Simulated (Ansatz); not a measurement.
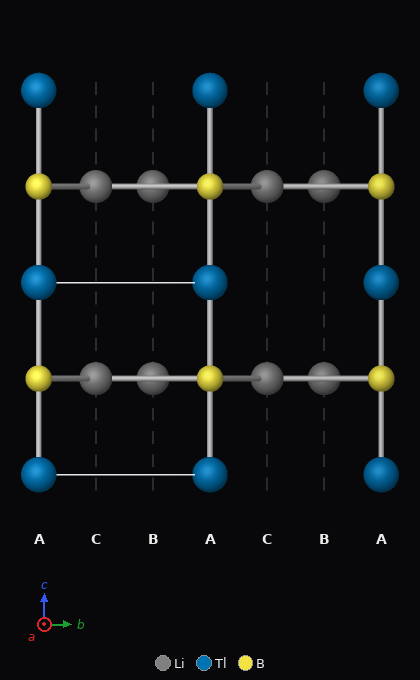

Projection along an edge of the hexagonal mesh, stacking direction c upwards. The dashed lines mark the three columns A (0, 0), B (1/3, 2/3) and C (2/3, 1/3). The sequence starts with the first layer at or above the cell's origin.

Li2TlB (space group P6/mmm, No. 191): the end point of a relaxation with Ansatz 0.2.0, DFT PBE, scalar-relativistic, plane waves, PAW; the starting structure was generated, so it need not be a known form of this composition.

### Give the sequence of layers in one repeat, with element and column.

Tl(A) – B(A)+Li(B)+Li(C) (two layers in 4.24 Å).

Heights of the layers:

```tsv
layer	atoms (column)	height (Å)	to next (Å)
1	Tl(A)	0.00	2.12
2	B(A)+Li(B)+Li(C)	2.12	2.12
```
